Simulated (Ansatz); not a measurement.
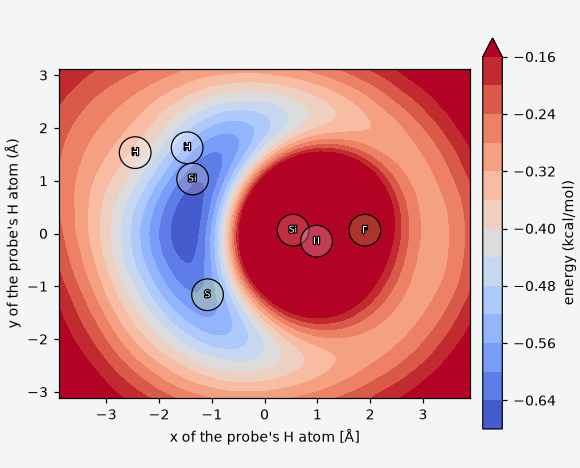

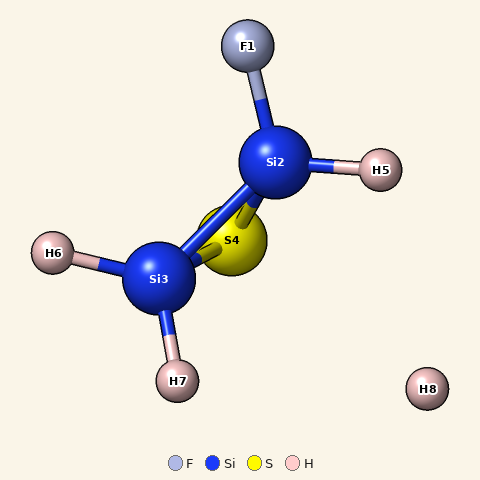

Energy landscape of FH₃SSi₂ (SMILES F[SiH]1[SiH2]S1) with the probe H. The probe is moved over a plane parallel to the molecule's main plane, 3.70 Å above it. The first coordinate is: x of the probe's H atom; the second: y of the probe's H atom. Nothing is relaxed (molecule and probe rigid). Grid: 21 × 17 points. Points are written as (first, second). All energies are given in kcal/mol relative to molecule and probe far apart, each relaxed in its own basis (no counterpoise correction). Level of theory: UKS PBE-D4/def2-SVP in Ansatz.

In the figure: filled contours, labelled circles for the molecule's atoms, projected on the plane, one colour for all values above the top of the scale. Between grid points the surface is interpolated. The second picture is the structure at the lowest point.

> Where are the wells?

The lowest grid point is at (−1.56 Å, 0.00 Å) [nearest 1 H at 3.07 Å], −0.66 kcal/mol from molecule and probe far apart, each relaxed in its own basis (no counterpoise correction). The highest grid point, (0.78 Å, 0.39 Å) [nearest 1 H at 1.80 Å], lies 1.17 kcal/mol above the lowest. Near the minimum the curvatures are about 0.0043 and 0.032 eV/Å² along the soft and the stiff direction.

Grid values (kcal/mol):

| y of the probe's H atom ↓, x of the probe's H atom → | −3.90 | −3.12 | −2.34 | −1.56 | −0.78 | 0.00 | 0.78 | 1.56 | 2.34 | 3.12 | 3.90 |
| --- | --- | --- | --- | --- | --- | --- | --- | --- | --- | --- | --- |
| 3.12 | −0.15 | −0.20 | −0.24 | −0.28 | −0.30 | −0.30 | −0.28 | −0.23 | −0.17 | −0.11 | −0.07 |
| 2.34 | −0.20 | −0.26 | −0.32 | −0.40 | −0.47 | −0.47 | −0.40 | −0.34 | −0.27 | −0.19 | −0.11 |
| 1.56 | −0.23 | −0.31 | −0.39 | −0.53 | −0.60 | −0.41 | −0.19 | −0.20 | −0.29 | −0.26 | −0.16 |
| 0.78 | −0.24 | −0.35 | −0.48 | −0.63 | −0.53 | 0.05 | 0.39 | 0.17 | −0.16 | −0.29 | −0.21 |
| 0.00 | −0.23 | −0.36 | −0.53 | −0.66 | −0.42 | 0.31 | 0.42 | 0.12 | −0.12 | −0.29 | −0.23 |
| −0.78 | −0.19 | −0.33 | −0.49 | −0.62 | −0.48 | 0.05 | 0.17 | −0.02 | −0.19 | −0.30 | −0.21 |
| −1.56 | −0.15 | −0.26 | −0.40 | −0.53 | −0.55 | −0.34 | −0.15 | −0.19 | −0.28 | −0.27 | −0.17 |
| −2.34 | −0.11 | −0.19 | −0.30 | −0.39 | −0.45 | −0.43 | −0.36 | −0.31 | −0.27 | −0.20 | −0.12 |
| −3.12 | −0.07 | −0.12 | −0.19 | −0.25 | −0.29 | −0.29 | −0.27 | −0.23 | −0.18 | −0.12 | −0.07 |

The table holds every second grid line.

The input of one point:

```yaml
crystal:
  periodic: [false, false, false]
  atoms:
    - { symbol: F, position_ang: [1.900693, 0.062898, -0.332183] }
    - { symbol: Si, position_ang: [0.541942, 0.063829, 0.585786] }
    - { symbol: Si, position_ang: [-1.36219, 1.033056, -0.141652] }
    - { symbol: S, position_ang: [-1.080445, -1.159784, -0.111951] }
    - { symbol: H, position_ang: [0.98504, -0.144732, 1.997915] }
    - { symbol: H, position_ang: [-1.466502, 1.624572, -1.516379] }
    - { symbol: H, position_ang: [-2.450683, 1.532692, 0.763718] }
    - { symbol: H, position_ang: [-1.56, 0.0, 3.7] }
magnetization:
  spin_polarized: true
  initial_magnetization: 1
basis:
  gaussian: { orbitals: def2-SVP }
hamiltonian:
  xc: pbe
  dispersion: d4
output:
  forces: true
```

Each point was launched as `ansatz run input.yaml --threads 1 --pin off --max-ram 2560MiB --backend cpu --events-out ev --progress --plain --runs-dir out`. Time for the 357 points that were run: 53 min on 1 thread of Arm Neoverse N1 (shared host).
